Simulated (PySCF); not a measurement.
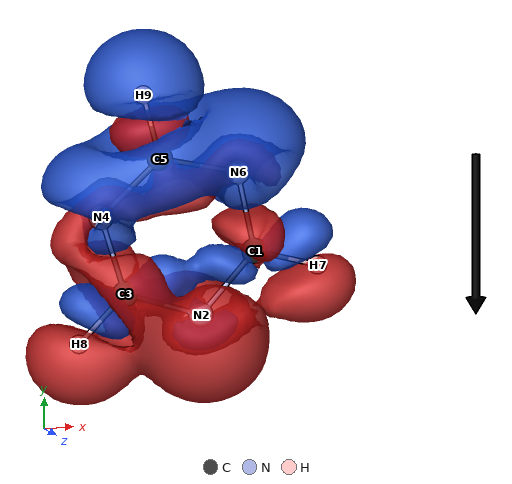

Figure. C3H3N3, SMILES `c1ncncn1`. Change of the electron density in a uniform field of 0.41 V/Å along −y (arrow), surfaces at ±0.002 e/Å³ (blue: gain, red: loss).

Method: HF/def2-SVP; geometry: GFN2-xTB; program: PySCF. No frequency check shows the geometry to be a minimum. A basis without diffuse functions makes polarisabilities too small.

Coordinates in Å:

```
C1       1.2416   -0.3351    0.0000
N2       0.3485   -1.3102    0.0000
C3      -0.9110   -0.9077    0.0000
N4      -1.3089    0.3533    0.0000
C5      -0.3306    1.2429    0.0000
N6       0.9604    0.9569    0.0000
H7       2.2873   -0.6172    0.0000
H8      -1.6783   -1.6721    0.0000
H9      -0.6091    2.2894    0.0000
```

> How large is the response?

The induced dipole is 0.99 D (along the field); α along this axis, from the fields in both directions, is 49 bohr³ (7.2 Å³).

> Which atoms gain and lose the most charge?

Electrons gather most on C5 (Hirshfeld charge changes by −0.018 e) and leave N2 most (+0.024 e); 0.092 electrons are displaced in all.
